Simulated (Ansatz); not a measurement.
## HfCdS3 (model cell, started as cubic perovskite with Hf in the octahedra): the cell at rest: relaxation

Ansatz 0.2.0; DFT PBEsol, scalar-relativistic, plane waves, PAW; PAW set soft_1.

The structure was built from a prototype and need not be the compound's stable phase.

It takes space group Pm-3m (No. 221, cubic). Conventional cell: a = 4.998 Å, b = 4.998 Å, c = 4.998 Å, α = 90.00°, β = 90.00°, γ = 90.00°. Nearest to Cd lie 12 S at 3.53 Å. Nearest to Hf lie 6 S at 2.50 Å. Nearest to S lie 2 Hf at 2.50 Å. Farther neighbours and most contacts between anions are not listed.

Step by step:

| step | energy less that of the first step (eV) | largest force component (eV/Å) | pressure (GPa) | volume (Å³) |
| --- | --- | --- | --- | --- |
| 1 | 0.0000 | 0.0000 | -4.71 | 124.85 |
| 2 | -0.1256 | 0.0000 | 1.24 | 114.75 |
| 3 | -0.1318 | 0.0000 | -0.14 | 116.71 |
| 4 | -0.1320 | 0.0000 | 0.00 | 116.51 |
| 5* | -0.1304 | 0.0000 | -0.01 | 116.51 |

Relaxation steps marked * repeat the geometry before them on a plane-wave basis chosen anew for their cell, so energy and pressure can jump there.

Forces are held to the 48 operations that the run works with; a distortion that breaks them can't arise in this run.

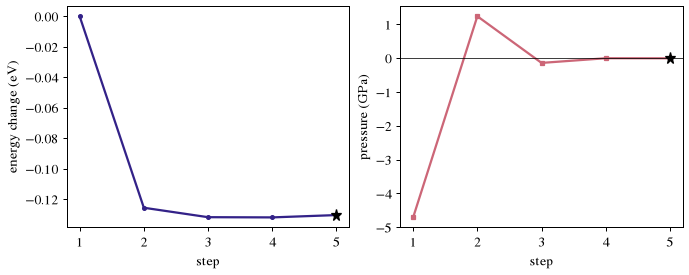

Energy and pressure along the relaxation. Stars mark steps on a basis chosen anew.

| conventional cell, symmetrised | before | after | change |
| --- | --- | --- | --- |
| a (Å) | 4.998 | 4.884 | -2.3 % |
| b (Å) | 4.998 | 4.884 | -2.3 % |
| c (Å) | 4.998 | 4.884 | -2.3 % |
| volume (Å³/atom) | 24.97 | 23.30 | -6.7 % |

Final coordinates:

```xyz
5
Lattice="4.8841 0.0000 0.0000 0.0000 4.8841 0.0000 0.0000 0.0000 4.8841" Properties=species:S:1:pos:R:3 pbc="T T T"
Cd    0.0000    0.0000    0.0000
Hf    2.4421    2.4421    2.4421
S     2.4421    2.4421    0.0000
S     2.4421    0.0000    2.4421
S     0.0000    2.4421    2.4421
```

Numbers from this step:

```yaml
pressure: -0.005744 GPa
volume_per_atom: 23.30 Å³
```

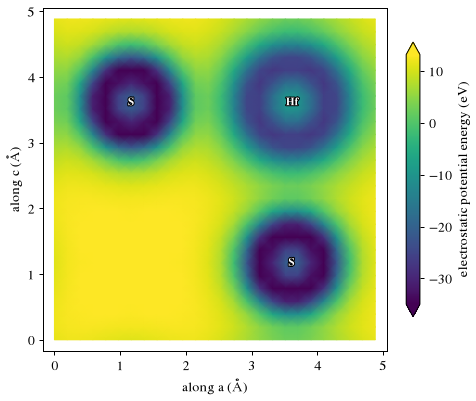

Electrostatic potential energy in the ac plane at fractional y = 0.500, with atoms of Hf and S within 0.2 Å of it. With pseudopotentials it is smooth inside the atoms' cores, unlike the true potential. The map starts off the cell's origin, so that atoms lie inside it.

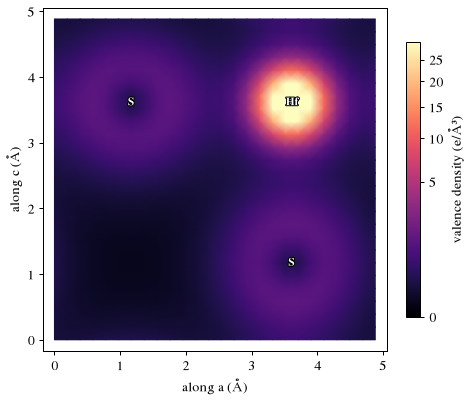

Valence density in the ac plane at fractional y = 0.500, with atoms of Hf and S within 0.2 Å of it. It is the smooth field of the valence electrons, not physical close to the nuclei. The map starts off the cell's origin, so that atoms lie inside it. The colour scale is stretched toward low values.

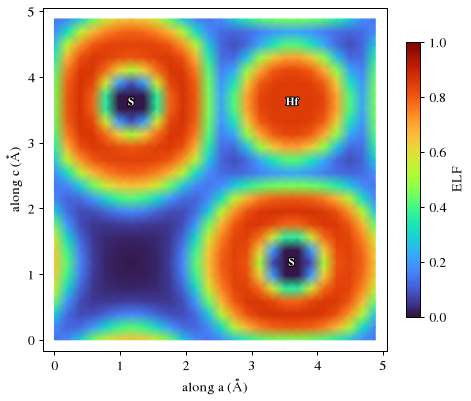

ELF in the ac plane at fractional y = 0.500, with atoms of Hf and S within 0.2 Å of it. It is the smooth field of the valence electrons, not physical close to the nuclei. The map starts off the cell's origin, so that atoms lie inside it.

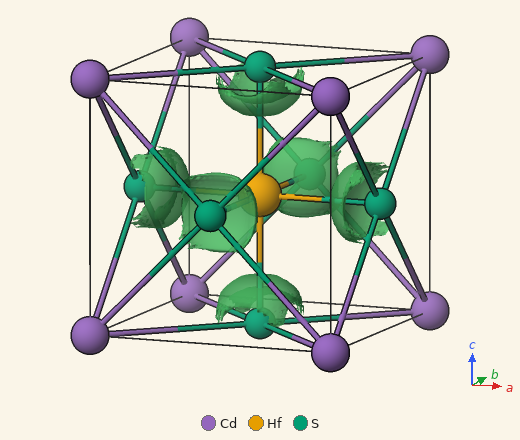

Surface of ELF = 0.85.

Q: Write an input that reproduces this.

The system, level and task follow from the heading and the kind of results. Meshes, cutoffs and thresholds can't be read from the results; these are the ones that the run used.

input.yaml reads:

```yaml
crystal:
  lattice:
    - [4.998, 0.0, 0.0]
    - [0.0, 4.998, 0.0]
    - [0.0, 0.0, 4.998]
  atoms:
    - { symbol: Cd, position: [0.0, 0.0, 0.0] }
    - { symbol: Hf, position: [0.5, 0.5, 0.5] }
    - { symbol: S, position: [0.5, 0.5, 0.0] }
    - { symbol: S, position: [0.5, 0.0, 0.5] }
    - { symbol: S, position: [0.0, 0.5, 0.5] }
kpoints:
  mp_grid: { grid: [8, 8, 8] }
hamiltonian:
  xc: pbesol
  pseudopotentials: { kind: paw, azcp: { folder: soft_1 }, xc_functional: pbe }
scf:
  occupations: { method: gaussian, width: 0.1 }
output:
  forces: true
  stress: true
  eigenvalues: true
  write_density: true
  write_potential: true
  elf: true
  volumetric_format: npy
relax:
  adjacent_minimum: "off"
  f_tol: 0.005
  max_steps: 80
  cell: { stress_tol: 0.05 }
```

Run with:

```bash
ansatz run input.yaml --threads 4 --pin off --max-ram 16384MiB --backend cpu --events-out ev --progress --plain --runs-dir out
```

[Logs are printed without paths, hosts, clocks, repeated set-up lines and the standing remarks that a program may print on its own settings, such as how far it seeks lower states.]

[Hosts, paths, dates, database ids (printed as entryN), source tags and the programs' standing remarks are cut or masked in the printed files.]
